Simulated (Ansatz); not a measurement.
System: Ga3PN2.

Input file:

```
crystal:
  lattice:
    - [2.61388591, 1.50912773, 4.13990065]
    - [-2.61388591, 1.50912773, 4.13990065]
    - [0.0, -3.01825547, 4.13990065]
  atoms:
    - { symbol: Ga, position: [0.0, 0.5, 0.0] }
    - { symbol: Ga, position: [0.5, 0.0, 0.0] }
    - { symbol: Ga, position: [0.0, 0.0, 0.5] }
    - { symbol: P, position: [0.0, 0.0, 0.0] }
    - { symbol: "N", position: [0.62503999, 0.62503999, 0.62503999], spin: 1.91 }
    - { symbol: "N", position: [0.37496001, 0.37496001, 0.37496001], spin: 1.91 }
basis:
  ecutwfc: 420
kpoints:
  mp_grid: { grid: [12, 12, 12] }
hamiltonian:
  xc: pbe
scf:
  occupations: { method: gaussian, width: 0.1 }
output:
  forces: true
  stress: true
  eigenvalues: true
  populations: true
  write_density: true
  write_potential: true
  elf: true
  volumetric_format: npy
magnetization:
  spin_polarized: true
relax:
  adjacent_minimum: "off"
  f_tol: 0.01
  max_steps: 80
  cell: { stress_tol: 0.05 }
```

Command:

```sh
ansatz run input.yaml --threads 1 --pin off --max-ram 2560MiB --backend cpu --events-out ev --progress --plain --runs-dir out
```

Below, planes, directions and counts refer to the conventional cell (a = 5.73 Å, b = 5.73 Å, c = 11.86 Å, α = 90.00°, β = 90.00°, γ = 120.00°).

The fields are those of the run's last geometry, not of the input's.

Space group R-3m; a structure generated by program, which may or may not match a known phase; the program warned that a starting moment wasn't kept; spin-polarised, but the moments vanished.

Method: Ansatz, DFT PBE, scalar-relativistic, plane waves, PAW.

What will maps of the valence pseudo-density and electron localisation function show?

Ga–N (1.96 Å): the density is about 0.73 e/Å³ at the midpoint; the ELF peaks at about 0.80 in the valence shell of N, 0.7 Å from its nucleus, and is about 0.50 at the midpoint.
Ga–P (2.58 Å): ρ at the midpoint is about 0.35 e/Å³; the ELF peaks at about 0.85 in the valence shell of P, 0.8 Å from its nucleus, and is about 0.60 at the midpoint.

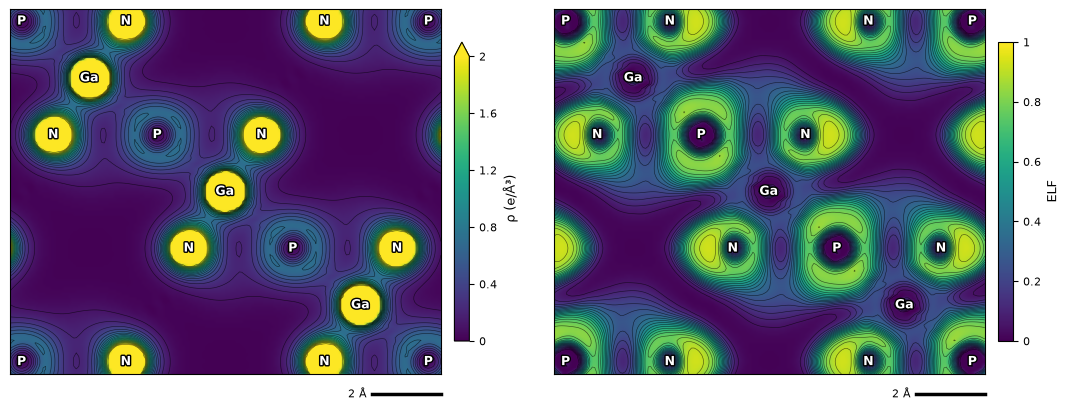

Computed valence pseudo-density and electron localisation function on the (110) plane of the conventional cell, in this order. 
